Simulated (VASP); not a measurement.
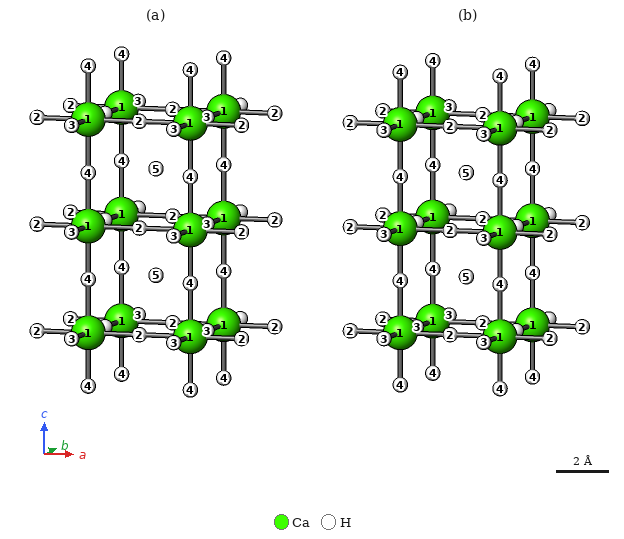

The structure of solid CaH4 (a generated structure, set up in Pm-3m) before (left) and after (right) a relaxation, at one scale.

A ball-and-stick model of the cell of the calculation, repeated 1 × 1 × 2 with one cell outlined, seen slightly off an axis.

The run lets cell and atoms move.

Computed with VASP 6.6.1, Kohn-Sham DFT of a periodic cell, PBE, VASP PAW PBE potentials, recommended.

Input
```
SYSTEM = CaH4
PREC     = Accurate       ! precision mode
ENCUT    = 600            ! plane-wave cutoff, eV
EDIFF    = 1E-7           ! SCF threshold, eV
ISMEAR   = -1             ! smearing method
SIGMA    = 0.05           ! smearing width, eV
LREAL    = .FALSE.        ! projectors in reciprocal space
LASPH    = .TRUE.         ! aspherical terms in the spheres
NELM     = 60             ! most SCF steps
ALGO     = Fast           ! electronic algorithm
ISIF     = 3              ! what is computed and relaxed
LWAVE    = .FALSE.        ! write WAVECAR
LCHARG   = .FALSE.        ! write CHGCAR
GGA      = PE             ! functional
IBRION   = 2              ! ionic algorithm
NSW      = 60             ! ionic steps
EDIFFG   = -0.005         ! ionic threshold
PSTRESS  = 20
```

Run as
```bash
cat potpaw_PBE.64/Ca_sv/POTCAR potpaw_PBE.64/H/POTCAR > POTCAR
mpirun -np 1 vasp_std > vasp.out
```

**What changed between the two?**

Over 3 geometry steps the energy falls by 5.9 meV per atom. With the target pressure of 2 GPa, the enthalpy E + pV changes by −18.4 meV per atom. All forces vanish by symmetry, so only the cell relaxes. The pressure goes from 0.20 to 2.01 GPa. No atom moves by more than 0.005 Å relative to the cell. The volume changes by −6.9 %, with a = b = c 4.168 → 4.070 Å (−2.4 %). Some distances before and after: Ca1–H2 2.084 → 2.035 Å. The space group stays Pm-3m (No. 221).
